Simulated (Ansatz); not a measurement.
System: H$_{6}$W.

Input file:

```
crystal:
  periodic: [false, false, false]
  atoms:
    - { symbol: W, position_ang: [0.082455, 0.0, 0.082455] }
    - { symbol: H, position_ang: [0.443527, -0.017105, 1.75496] }
    - { symbol: H, position_ang: [1.75496, 0.017105, 0.443527] }
    - { symbol: H, position_ang: [-0.542263, 1.454911, -0.507795] }
    - { symbol: H, position_ang: [-1.398631, -0.031189, 1.067447] }
    - { symbol: H, position_ang: [-0.507795, -1.45491, -0.542263] }
    - { symbol: H, position_ang: [1.067447, 0.031188, -1.398632] }
basis:
  gaussian: { orbitals: def2-SVP }
hamiltonian:
  xc: pbe0
relax:
  f_tol: 0.03
  max_steps: 50
output:
  orbitals: {}
```

Command:

```sh
ansatz run input.yaml --threads 1 --pin off --max-ram 2048MiB --backend cpu --events-out ev --progress --plain --runs-dir out
```

The fields are those of the run's last geometry, not of the input's.

Core potentials replace the inner electrons of W.

Theory: RKS PBE0/def2-SVP in Ansatz 0.2.0.

**What can the converged electron density and electron localisation function tell about the bonding?**

W–H (1.69 Å): ρ at the midpoint is about 1.6 e/Å³; the ELF climbs to about 1 towards the hydrogen.

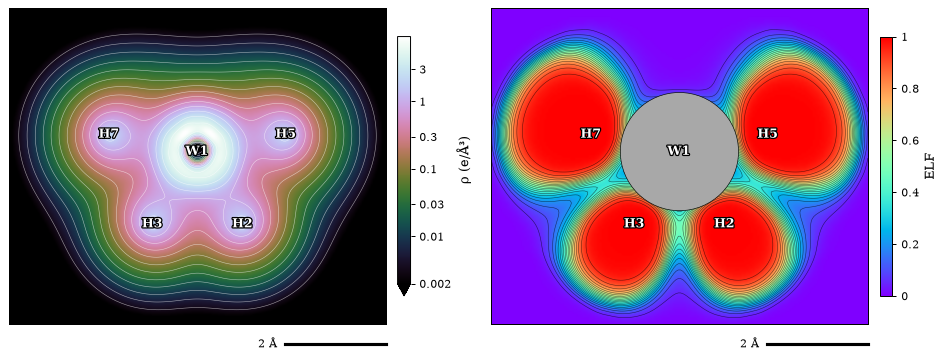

Computed electron density and electron localisation function on the plane of atoms H5, W1 and H7, in this order. Grey discs cover the atomic cores in the ELF map. 
